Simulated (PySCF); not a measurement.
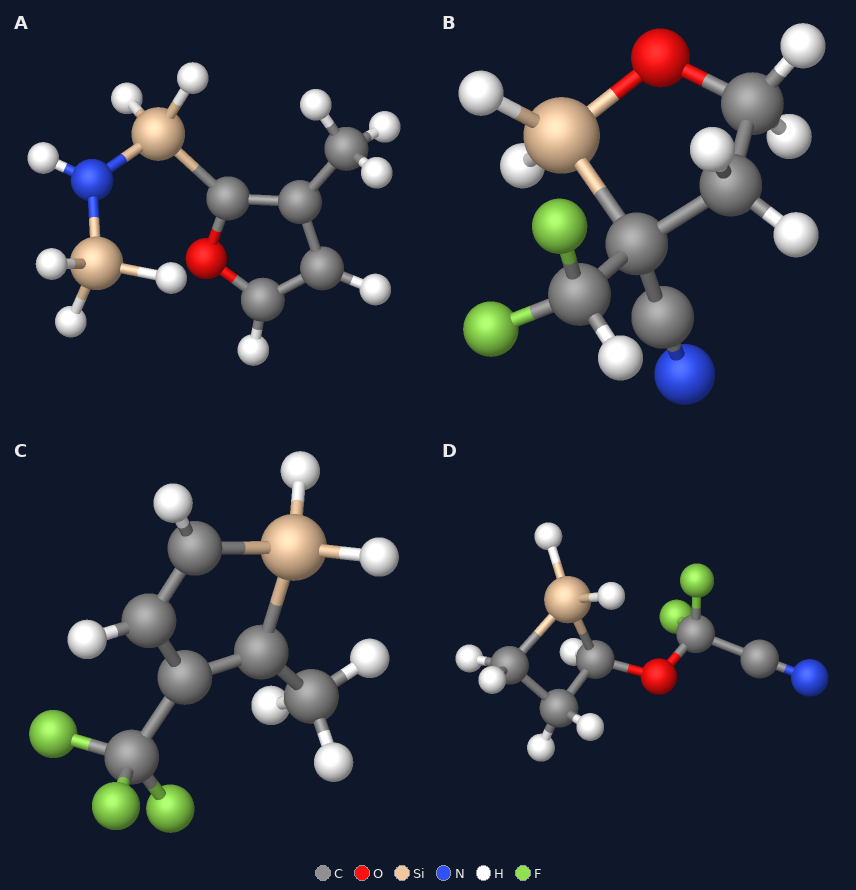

Simulated data, not a measurement (program: PySCF).

```xyz
17
charge 0, multiplicity 1
N     4.3615    0.0420    0.9689
C     3.4029   -0.0611    0.3349
C     2.1752   -0.1733   -0.4925
F     2.0445    0.9583   -1.2277
F     2.3339   -1.1700   -1.3886
O     1.1326   -0.3750    0.3131
C    -0.1450   -0.4828   -0.3190
C    -1.2952   -0.5178    0.6975
C    -2.4178    0.1095   -0.1681
Si   -1.0492    0.9936   -1.1407
H    -0.1572   -1.3808   -0.9596
H    -1.5117   -1.5089    1.1282
H    -1.0343    0.1561    1.5302
H    -2.9220   -0.6514   -0.7846
H    -3.1826    0.6778    0.3771
H    -1.1009    1.1055   -2.6281
H    -0.6486    2.2909   -0.5247
```

### Which panel shows the molecule in this file?

D. The file holds C5H7F2NOSi, `N#CC(F)(F)O[C@H]1CC[SiH2]1`.
